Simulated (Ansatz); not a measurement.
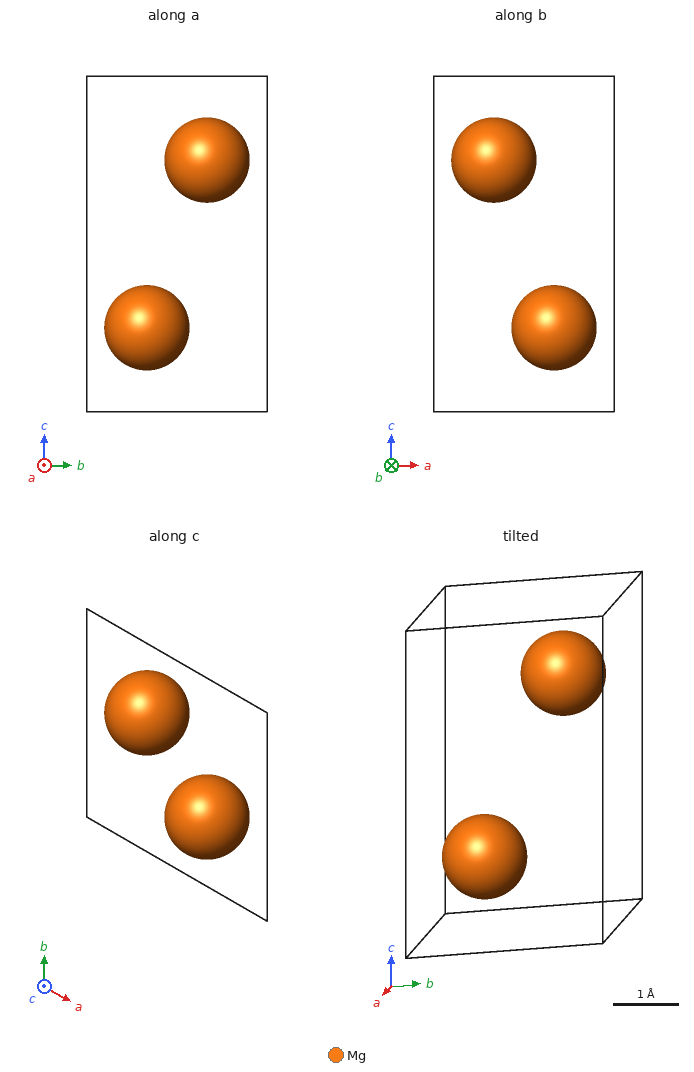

Shown here is a spheres-only view of the crystal, taken along the a axis, along the b axis, along the c axis and slightly off an axis. The edges of the conventional unit cell are marked.

Lattice parameters: a = 3.2063 Å, b = 3.2063 Å, c = 5.1622 Å, α = 90.000°, β = 90.000°, γ = 120.000°.

**Set out the cell and atoms as a CIF in P1 with every atom of the cell.**

```cif
data_structure
_symmetry_space_group_name_H-M 'P 1'
_symmetry_Int_Tables_number 1
_cell_length_a 3.2063
_cell_length_b 3.2063
_cell_length_c 5.1622
_cell_angle_alpha 90.000
_cell_angle_beta 90.000
_cell_angle_gamma 120.000
_cell_volume 45.96
loop_
_atom_site_label
_atom_site_type_symbol
_atom_site_fract_x
_atom_site_fract_y
_atom_site_fract_z
_atom_site_occupancy
Mg1 Mg 0.3333 0.6667 0.7500 1
Mg2 Mg 0.6667 0.3333 0.2500 1
```

Its origin is the standard structure of this element. It was relaxed at fixed volume with DFT PBE, spin-orbit coupling, plane waves, PAW in Ansatz.
